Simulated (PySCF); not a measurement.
# Geometry relaxation, with input and output: C₂H₅NSi (charge +1) (part 1 of 2)

The run: geometry relaxation of C₂H₅NSi, charge +1, multiplicity 2. Method and program: HF/6-31G*, UHF (PySCF 2.14.0).

The atoms were displaced at random from an optimised geometry. The geometry is that of the parent species in another charge or spin state.

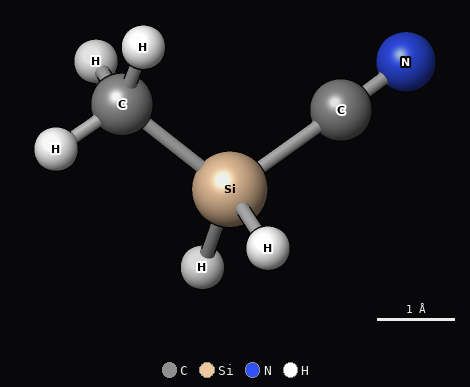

Figure 1. The input geometry (ball-and-stick view, seen at a tilt). Bond lengths as drawn: C–H 1.09 to 1.14 Å, C–N 1.12 Å, C–Si 1.83 to 1.89 Å and H–Si 1.48 to 1.53 Å.

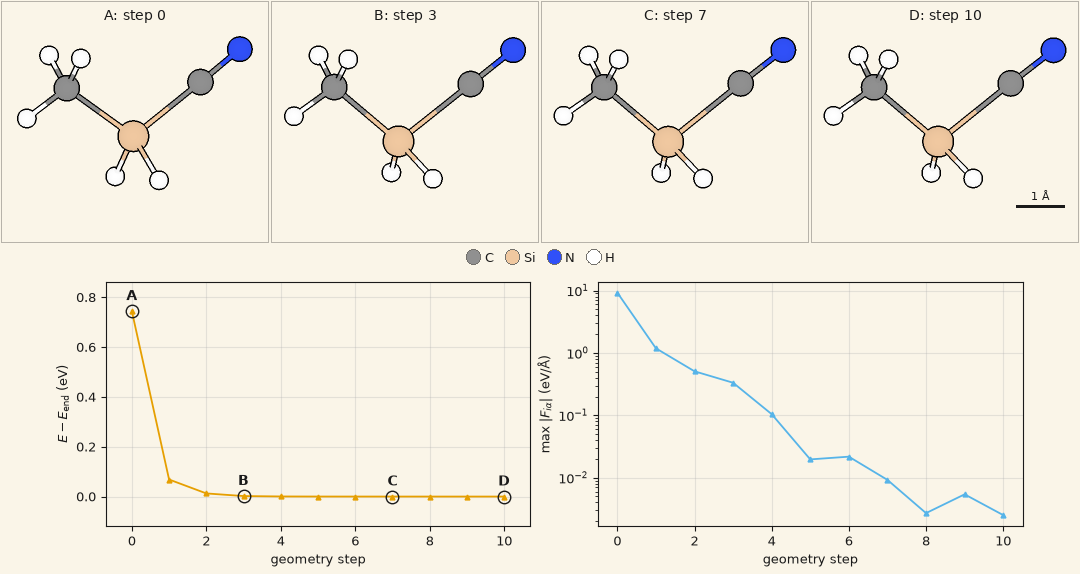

Figure 2. Frames of the relaxation (ball-and-stick view, seen at a tilt) above the curves, on which the letters mark them (steps are counted from 0).

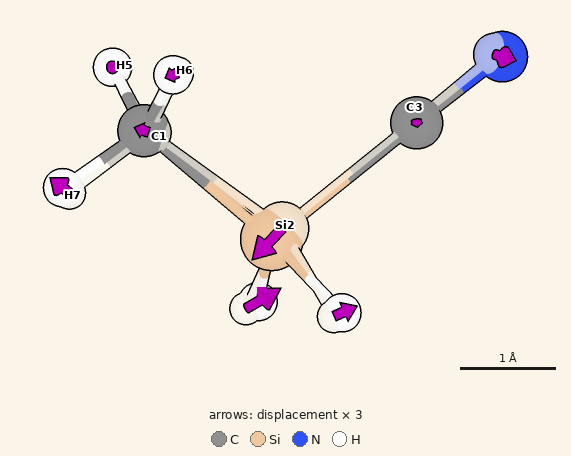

Figure 3. Start (faint) and end (solid) with the displacements as pink arrows, magnified 3 times (ball-and-stick view, seen at a tilt). The two geometries are laid on each other by the best rigid fit. The largest move after the best rigid fit is that of Si2, 0.16 Å. By element the largest moves are Si 0.16 Å, H 0.15 Å, N 0.10 Å, C 0.06 Å. Among the contacts that change: Si2–C3 1.893 → 2.040 Å, Si2–H8 1.532 → 1.460 Å, C3–N4 1.124 → 1.195 Å, C1–H5 1.137 → 1.085 Å. Among the angles that change: C3–Si2–H8 106.9° → 95.3°, C3–Si2–H9 107.5° → 97.7°, H8–Si2–H9 107.2° → 114.5°. After 10 geometry steps the energy has fallen by 0.744 eV. Largest force component: 9.3 eV/Å at the start, 0.0025 eV/Å at the end. (Atoms are counted from 1 in the order of the input.)

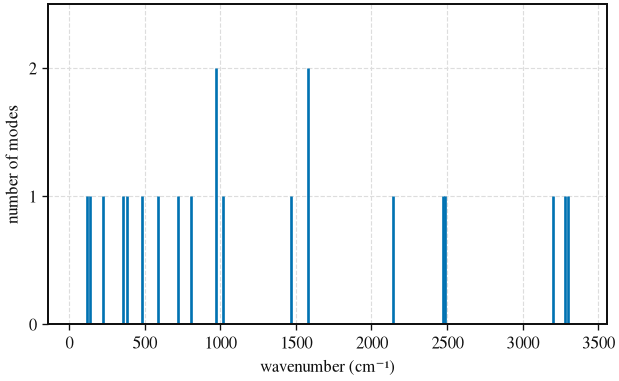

Figure 4. Harmonic vibrational wavenumbers from the force constants; neighbouring modes closer than 14 cm⁻¹ are counted in one stick. 21 modes from 116 to 3299 cm⁻¹, none imaginary.

The input that produced these results follows, with the program's output.

**Input (input.py)**
```python
import numpy
from pyscf import gto, symm
from pyscf.hessian import thermo
from pyscf.geomopt.geometric_solver import kernel as optimise

mol = gto.M(
    atom='''
C       -0.656982       0.938803      -0.467878
Si      -0.134664      -0.523549       0.501050
C        1.682472      -0.905793       0.135159
N        2.761677      -1.120418      -0.096256
H       -0.536317       0.734737      -1.580360
H       -0.052529       1.813860      -0.225188
H       -1.712872       1.135278      -0.313816
H       -0.935028      -1.776814       0.134446
H       -0.263762      -0.333348       1.965261
''',
    charge=1,
    max_memory=1860,
    verbose=3,
    spin=1,
    basis='6-31g*',
)

mf = mol.UHF()
mf.conv_tol = 1e-10
mf = mf.newton()
converged, mol_eq = optimise(mf, maxsteps=80)
print('converged:', converged)
print(mol_eq.tostring())

mf.reset(mol_eq)
mol = mol_eq
mf.kernel()
e_tot = mf.e_tot
print('E(%s) = %.9f' % ('HF', e_tot))
hess = mf.Hessian().kernel()
modes = thermo.harmonic_analysis(mol, hess)
print('frequencies (1/cm)', numpy.round(modes['freq_wavenumber'], 1))
symm.geom.TOLERANCE = 1e-3  # for the symmetry number
th = thermo.thermo(mf, modes['freq_au'], 298.15, 101325)
thermo.dump_thermo(mol, th)
```

Launched with:
```bash
OMP_NUM_THREADS=1 python input.py
```

**Output**
```
#|     Arguments passed to driver run_optimizer():      |#
customengine              <pyscf.geomopt.geometric_solver.PySCFEngine object>
maxiter                   80
----------------------------------------------------------
Custom engine selected.
Bonds will be generated from interatomic distances less than 1.20 times sum of covalent radii
27 internal coordinates being used (instead of 27 Cartesians)
Internal coordinate system (atoms numbered from 1):
Distance 1-2
Distance 1-5
Distance 1-6
Distance 1-7
Distance 2-3
Distance 2-8
Distance 2-9
Distance 3-4
Angle 2-1-5
Angle 2-1-6
Angle 2-1-7
Angle 5-1-6
Angle 5-1-7
Angle 6-1-7
Angle 1-2-3
Angle 1-2-8
Angle 1-2-9
Angle 3-2-8
Angle 3-2-9
Angle 8-2-9
LinearAngleX 2-3-4
LinearAngleY 2-3-4
Dihedral 5-1-2-3
Dihedral 5-1-2-8
Dihedral 5-1-2-9
Dihedral 6-1-2-3
Dihedral 6-1-2-8
Dihedral 6-1-2-9
Dihedral 7-1-2-3
Dihedral 7-1-2-8
Dihedral 7-1-2-9
Translation-X 1-9
Translation-Y 1-9
Translation-Z 1-9
Rotation-A 1-9
Rotation-B 1-9
Rotation-C 1-9
<class 'geometric.internal.Distance'> : 8
<class 'geometric.internal.Angle'> : 12
<class 'geometric.internal.LinearAngle'> : 2
<class 'geometric.internal.Dihedral'> : 9
<class 'geometric.internal.TranslationX'> : 1
<class 'geometric.internal.TranslationY'> : 1
<class 'geometric.internal.TranslationZ'> : 1
<class 'geometric.internal.RotationA'> : 1
<class 'geometric.internal.RotationB'> : 1
<class 'geometric.internal.RotationC'> : 1
> ===== Optimization Info: ====
> Job type: Energy minimization
> Maximum number of optimization cycles: 80
> Initial / maximum trust radius (Angstrom): 0.100 / 0.300
> Convergence Criteria:
> Will converge when all 5 criteria are reached:
>  |Delta-E| < 1.00e-06
>  RMS-Grad  < 3.00e-04
>  Max-Grad  < 4.50e-04
>  RMS-Disp  < 1.20e-03
>  Max-Disp  < 1.80e-03
> === End Optimization Info ===

Geometry optimization cycle 1
Cartesian coordinates (Angstrom)
 Atom        New coordinates             dX        dY        dZ
   C  -0.656982   0.938803  -0.467878    0.000000  0.000000  0.000000
  Si  -0.134664  -0.523549   0.501050    0.000000  0.000000  0.000000
   C   1.682472  -0.905793   0.135159    0.000000  0.000000  0.000000
   N   2.761677  -1.120418  -0.096256    0.000000  0.000000  0.000000
   H  -0.536317   0.734737  -1.580360    0.000000  0.000000  0.000000
   H  -0.052529   1.813860  -0.225188    0.000000  0.000000  0.000000
   H  -1.712872   1.135278  -0.313816    0.000000 -0.000000  0.000000
   H  -0.935028  -1.776814   0.134446    0.000000  0.000000  0.000000
   H  -0.263762  -0.333348   1.965261    0.000000  0.000000  0.000000

WARN: Mole.unit (angstrom) is changed to Bohr

WARN: HOMO -0.354255100548675 >= LUMO -0.354255100548675

converged SCF energy = -421.607185620334  <S^2> = 0.75633587  2S+1 = 2.0063259
--------------- SecondOrderUHF_Scanner gradients ---------------
         x                y                z
0 C    -0.0170809808    -0.0047095404     0.0467277436
1 Si     0.0675529846     0.0147307160    -0.0242572737
2 C     0.1569868214    -0.0275742776    -0.0340276314
3 N    -0.1799407336     0.0359186961     0.0384101896
4 H     0.0033339491    -0.0076314109    -0.0293733182
5 H     0.0079736449     0.0000453098     0.0012672988
6 H    -0.0014157524    -0.0009618527    -0.0049815719
7 H    -0.0242414842    -0.0127150424    -0.0009693201
8 H    -0.0131684489     0.0028974020     0.0072038835
----------------------------------------------
cycle 1: E = -421.60718562  dE = -421.607  norm(grad) = 0.267549
Step    0 : Gradient = 8.918e-02/1.875e-01 (rms/max) Energy = -421.6071856203
Hessian Eigenvalues: 2.30000e-02 5.00000e-02 5.00000e-02 ... 3.47129e-01 3.53960e-01 1.54228e+00

Geometry optimization cycle 2
Cartesian coordinates (Angstrom)
 Atom        New coordinates             dX        dY        dZ
   C  -0.672514   0.966354  -0.504392   -0.015532  0.027551 -0.036514
  Si  -0.218761  -0.519921   0.527287   -0.084097  0.003628  0.026237
   C   1.656404  -0.940739   0.154441   -0.026068 -0.034946  0.019282
   N   2.794956  -1.184488  -0.085089    0.033279 -0.064070  0.011167
   H  -0.548571   0.780812  -1.564659   -0.012254  0.046075  0.015701
   H  -0.102866   1.855217  -0.260036   -0.050337  0.041357 -0.034848
   H  -1.724714   1.171650  -0.342035   -0.011842  0.036372 -0.028219
   H  -0.818681  -1.787555   0.150213    0.116347 -0.010741  0.015767
   H  -0.213257  -0.378574   1.976688    0.050505 -0.045226  0.011427
converged SCF energy = -421.632022207999  <S^2> = 0.76639348  2S+1 = 2.0163268
--------------- SecondOrderUHF_Scanner gradients ---------------
         x                y                z
0 C    -0.0056147298     0.0010680232     0.0041526013
1 Si     0.0230407125    -0.0079257416    -0.0063302019
2 C    -0.0004228053    -0.0002326858     0.0001317093
3 N    -0.0116176168     0.0031984815     0.0023289653
4 H    -0.0000932012     0.0020849738     0.0011542123
5 H     0.0009675861    -0.0002906130    -0.0030399398
6 H     0.0013296707    -0.0011749141    -0.0021946832
7 H    -0.0026149893     0.0052734527     0.0047191407
8 H    -0.0049746270    -0.0020009767    -0.0009218041
----------------------------------------------
cycle 2: E = -421.632022208  dE = -0.0248366  norm(grad) = 0.0307405
Step    1 : Displace = 7.194e-02/1.179e-01 (rms/max) Trust = 1.000e-01 (=) Grad = 1.025e-02/2.517e-02 (rms/max) E (change) = -421.6320222080 (-2.484e-02) Quality = 1.091
Hessian Eigenvalues: 2.30001e-02 5.00000e-02 5.00000e-02 ... 3.47324e-01 3.54115e-01 1.53890e+00

Geometry optimization cycle 3
Cartesian coordinates (Angstrom)
 Atom        New coordinates             dX        dY        dZ
   C  -0.678203   0.969266  -0.510537   -0.005689  0.002912 -0.006145
  Si  -0.258207  -0.512213   0.536024   -0.039445  0.007708  0.008737
   C   1.656430  -0.942685   0.154553    0.000026 -0.001947  0.000112
   N   2.801309  -1.197013  -0.085275    0.006353 -0.012525 -0.000186
   H  -0.545233   0.771611  -1.567542    0.003338 -0.009200 -0.002884
   H  -0.107374   1.850761  -0.242032   -0.004508 -0.004456  0.018005
   H  -1.729645   1.190747  -0.343992   -0.004931  0.019097 -0.001957
   H  -0.796222  -1.813206   0.126611    0.022459 -0.025651 -0.023602
   H  -0.190860  -0.354512   1.984607    0.022397  0.024062  0.007919
converged SCF energy = -421.634074822177  <S^2> = 0.77057043  2S+1 = 2.0204657
--------------- SecondOrderUHF_Scanner gradients ---------------
         x                y                z
0 C    -0.0008011596     0.0012384267    -0.0006104358
1 Si     0.0098629648     0.0005782637    -0.0019308508
2 C    -0.0097585374     0.0008923025     0.0021070296
3 N     0.0041733213    -0.0001630147    -0.0009767712
4 H     0.0002155771     0.0003472391     0.0006607072
5 H    -0.0000661054     0.0000509360    -0.0008160314
6 H    -0.0000263906    -0.0008290815     0.0004828246
7 H    -0.0019476522    -0.0013708904     0.0005915891
8 H    -0.0016520180    -0.0007441814     0.0004919386
----------------------------------------------
cycle 3: E = -421.634074822  dE = -0.00205261  norm(grad) = 0.0153133
Step    2 : Displace = 2.515e-02/4.161e-02 (rms/max) Trust = 1.414e-01 (+) Grad = 5.104e-03/1.007e-02 (rms/max) E (change) = -421.6340748222 (-2.053e-03) Quality = 1.268
Hessian Eigenvalues: 2.29999e-02 4.20827e-02 5.00000e-02 ... 3.47280e-01 3.54564e-01 1.60756e+00

Geometry optimization cycle 4
Cartesian coordinates (Angstrom)
 Atom        New coordinates             dX        dY        dZ
   C  -0.684684   0.966550  -0.510191   -0.006481 -0.002716  0.000346
  Si  -0.281836  -0.513118   0.540868   -0.023629 -0.000906  0.004844
   C   1.661343  -0.941043   0.152688    0.004913  0.001643 -0.001865
   N   2.805360  -1.202608  -0.085768    0.004051 -0.005595 -0.000493
   H  -0.545612   0.765923  -1.566441   -0.000379 -0.005688  0.001101
   H  -0.106896   1.839672  -0.228296    0.000478 -0.011090  0.013735
   H  -1.733963   1.207553  -0.353787   -0.004318  0.016806 -0.009796
   H  -0.782181  -1.816085   0.118808    0.014041 -0.002879 -0.007804
   H  -0.179536  -0.344088   1.984538    0.011323  0.010425 -0.000069
converged SCF energy = -421.634464298705  <S^2> = 0.7699648  2S+1 = 2.0198661
--------------- SecondOrderUHF_Scanner gradients ---------------
         x                y                z
0 C     0.0007428137     0.0004029913    -0.0011991013
1 Si     0.0014759438    -0.0006951174    -0.0002544297
2 C    -0.0064640116     0.0001014824     0.0014902474
3 N     0.0045073165    -0.0004452526    -0.0010627605
4 H    -0.0001213430    -0.0002149690     0.0001427547
5 H    -0.0004105029     0.0000323235     0.0002647993
6 H    -0.0002006161    -0.0001873442     0.0005755598
7 H     0.0006417828     0.0011141419     0.0002300918
8 H    -0.0001713833    -0.0001082560    -0.0001871614
----------------------------------------------
cycle 4: E = -421.634464299  dE = -0.000389477  norm(grad) = 0.00854672
Step    3 : Displace = 1.474e-02/2.421e-02 (rms/max) Trust = 2.000e-01 (+) Grad = 2.849e-03/6.634e-03 (rms/max) E (change) = -421.6344642987 (-3.895e-04) Quality = 1.150
Hessian Eigenvalues: 2.29977e-02 3.79687e-02 5.00000e-02 ... 3.47241e-01 3.54670e-01 1.57916e+00

Geometry optimization cycle 5
Cartesian coordinates (Angstrom)
 Atom        New coordinates             dX        dY        dZ
   C  -0.686949   0.965274  -0.508440   -0.002265 -0.001276  0.001751
  Si  -0.289346  -0.515493   0.541993   -0.007510 -0.002375  0.001125
   C   1.665919  -0.935793   0.150387    0.004576  0.005250 -0.002301
   N   2.808122  -1.200347  -0.086410    0.002763  0.002261 -0.000642
   H  -0.545091   0.764988  -1.564415    0.000521 -0.000935  0.002026
   H  -0.102556   1.834028  -0.225779    0.004340 -0.005643  0.002517
   H  -1.734602   1.216275  -0.359247   -0.000638  0.008722 -0.005459
   H  -0.786519  -1.823636   0.119482   -0.004338 -0.007551  0.000675
   H  -0.176984  -0.342541   1.984847    0.002552  0.001547  0.000309
converged SCF energy = -421.634523216189  <S^2> = 0.76862635  2S+1 = 2.0185404
--------------- SecondOrderUHF_Scanner gradients ---------------
         x                y                z
0 C     0.0006136936     0.0000147990    -0.0005820917
1 Si     0.0002310015     0.0006227488     0.0003638222
2 C    -0.0020278806    -0.0003200008     0.0005913340
3 N     0.0016115415    -0.0000281783    -0.0004591239
4 H    -0.0002037345    -0.0000375352     0.0001953345
5 H    -0.0002709110     0.0000594386     0.0001558103
6 H    -0.0000902254     0.0000210960     0.0001418991
7 H     0.0000751011    -0.0004629635    -0.0003581602
8 H     0.0000614138     0.0001305955    -0.0000488244
----------------------------------------------
cycle 5: E = -421.634523216  dE = -5.89175e-05  norm(grad) = 0.00304051
Step    4 : Displace = 6.616e-03/1.030e-02 (rms/max) Trust = 2.828e-01 (+) Grad = 1.014e-03/2.136e-03 (rms/max) E (change) = -421.6345232162 (-5.892e-05) Quality = 1.209
Hessian Eigenvalues: 2.29875e-02 3.78671e-02 5.00000e-02 ... 3.47163e-01 3.54310e-01 1.47930e+00

Geometry optimization cycle 6
Cartesian coordinates (Angstrom)
 Atom        New coordinates             dX        dY        dZ
   C  -0.687990   0.964437  -0.507617   -0.001041 -0.000837  0.000823
  Si  -0.291780  -0.516987   0.541685   -0.002434 -0.001493 -0.000308
   C   1.667930  -0.931650   0.148557    0.002011  0.004143 -0.001830
   N   2.809069  -1.198463  -0.086352    0.000946  0.001884  0.000058
   H  -0.544214   0.764070  -1.563850    0.000877 -0.000919  0.000565
   H  -0.099409   1.830705  -0.225409    0.003147 -0.003323  0.000371
   H  -1.734838   1.219331  -0.361030   -0.000236  0.003056 -0.001783
   H  -0.789907  -1.824073   0.121818   -0.003388 -0.000437  0.002335
   H  -0.176865  -0.344613   1.984616    0.000119 -0.002073 -0.000231
converged SCF energy = -421.63453425363  <S^2> = 0.76790262  2S+1 = 2.0178232
--------------- SecondOrderUHF_Scanner gradients ---------------
         x                y                z
0 C     0.0002066385    -0.0000583548     0.0000420570
1 Si    -0.0002500720     0.0001088013     0.0000709584
2 C     0.0002799924    -0.0003817885     0.0000551988
3 N    -0.0001774752     0.0002092472    -0.0000660075
4 H    -0.0000552670    -0.0000162985    -0.0000943440
5 H    -0.0000418425     0.0000264980     0.0000560341
6 H    -0.0000551934     0.0000035425     0.0000080334
7 H     0.0000878131     0.0000130314    -0.0000852905
8 H     0.0000054060     0.0000953213     0.0000133602
----------------------------------------------
cycle 6: E = -421.634534254  dE = -1.10374e-05  norm(grad) = 0.000692469
Step    5 : Displace = 3.279e-03/4.962e-03 (rms/max) Trust = 3.000e-01 (+) Grad = 2.308e-04/4.767e-04 (rms/max) E (change) = -421.6345342536 (-1.104e-05) Quality = 1.156
Hessian Eigenvalues: 2.29553e-02 3.90886e-02 4.99901e-02 ... 3.47313e-01 3.53993e-01 1.55121e+00
```
